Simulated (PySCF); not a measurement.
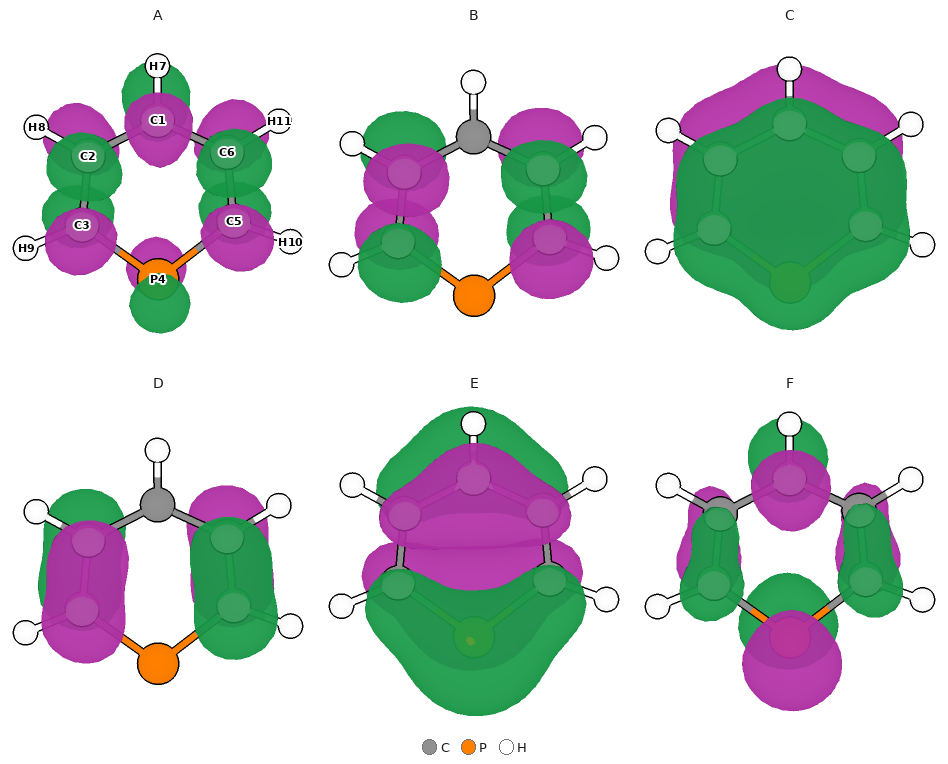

C5H5P, SMILES `c1ccpcc1`. Natural orbitals of the π active space, CASSCF(6,6), singlet state, in random order.

Method: def2-SVP basis; geometry: GFN2-xTB; program: PySCF. No frequency check shows the geometry to be a minimum. GFN2-xTB bond lengths at metals and heavier atoms can be off by up to 0.1 Å and shapes distorted, which carries into these values.

The calculation's input:

```python
import numpy as np
from pyscf import gto, scf, dft, mcscf, mrpt
from pyscf.mcscf import avas

def solve(mol, dm0=None, hcore=None):
    mf = scf.ROHF(mol) if mol.spin else scf.RHF(mol)
    mf = mf.density_fit(auxbasis='def2-universal-jkfit')
    mf.conv_tol, mf.max_cycle = 1e-8, 80
    if hcore is not None:
        mf.get_hcore = lambda *args: hcore
    mf.kernel(dm0)
    if not mf.converged:
        mf = mf.newton().run(mf.mo_coeff, mf.mo_occ, max_cycle=30)
    assert mf.converged, 'SCF not converged'
    return mf

mol = gto.M(atom='''
C     -1.67761    -0.00003     0.00000
C     -1.01068    -1.21520     0.00000
C      0.36359    -1.32747     0.00000
P      1.47972     0.00004     0.00000
C      0.36350     1.32750     0.00000
C     -1.01076     1.21514     0.00000
H     -2.75829    -0.00006     0.00000
H     -1.60094    -2.12338     0.00000
H      0.79825    -2.31990     0.00000
H      0.79809     2.31996     0.00000
H     -1.60108     2.12328     0.00000
''', basis='def2-svp', charge=0, spin=0, verbose=4)
mf = solve(mol)
ncas, nel, orbs = avas.avas(mf, ['C 2pz', 'P 3pz'], threshold=0.5, openshell_option=3)
print('active space', nel, ncas)
assert 2 <= ncas <= 10, 'active space too large or empty'
mc = mcscf.CASSCF(mf, ncas, nel)
mc.natorb, mc.max_cycle_macro = True, 60
mc.fix_spin_(ss=mol.spin / 2 * (mol.spin / 2 + 1))
mc.kernel(orbs)
occ = mc.mo_occ[mc.ncore:mc.ncore + ncas]
print('natural occupations', occ.round(4))
e2 = mrpt.NEVPT(mc).kernel()
out = dict(c=mc.mo_coeff[:, mc.ncore:mc.ncore + ncas], occ=occ, e=mc.e_tot, e2=e2, ehf=mf.e_tot, ok=mc.converged, nel=nel, w0=abs(mc.ci).max() ** 2, dm=mc.make_rdm1())
# the other spin state at the same geometry
other = mol.copy().set(spin=2).build()
mo = scf.ROHF(other).density_fit(auxbasis='def2-universal-jkfit').run()
na = (nel + other.spin) // 2
m2 = mcscf.CASSCF(mo, ncas, (na, nel - na))
m2.natorb = True
m2.fix_spin_(ss=other.spin / 2 * (other.spin / 2 + 1))
m2.kernel(mc.mo_coeff)
e2o = mrpt.NEVPT(m2).kernel()
print('other state above this one / eV: CASSCF', (m2.e_tot - mc.e_tot) * 27.211386, 'NEVPT2', (m2.e_tot + e2o - mc.e_tot - e2) * 27.211386)
np.savez('result.npz', eo=m2.e_tot, e2o=e2o, oko=m2.converged, occo=m2.mo_occ[mc.ncore:mc.ncore + ncas], co=m2.mo_coeff[:, mc.ncore:mc.ncore + ncas], **out)
```

Launched as:

```sh
OMP_NUM_THREADS=1 python input.py
```

The run took 46 s on 1 thread of Arm Neoverse V2 (shared host), peak memory 0.31 GiB.

### Which orbitals are strongly, which singly and which weakly occupied?

Strongly: C (1.96), D (1.90), E (1.88). Weakly: F (0.12), B (0.10), A (0.04). Broadly, orbitals with more nodes between bonded atoms hold fewer electrons.

### How multiconfigurational is the state?

The leading determinant weighs 0.88; the effective number of unpaired electrons, Σ n²(2−n)², is 0.18; the most occupied of the weakly occupied orbitals holds 0.12 e, as in an ordinary closed-shell π system. The active space lowers the energy by 1.95 eV against Hartree–Fock.

### Where does the lowest triplet lie relative to the singlet, at this geometry and within this active space?

3.49 eV above it by strongly contracted NEVPT2 (+3.00 eV by CASSCF); a small basis tends to put such gaps a few tenths of an eV too high. This is a vertical energy for π states alone; a state that uses lone pairs or σ orbitals may lie lower.
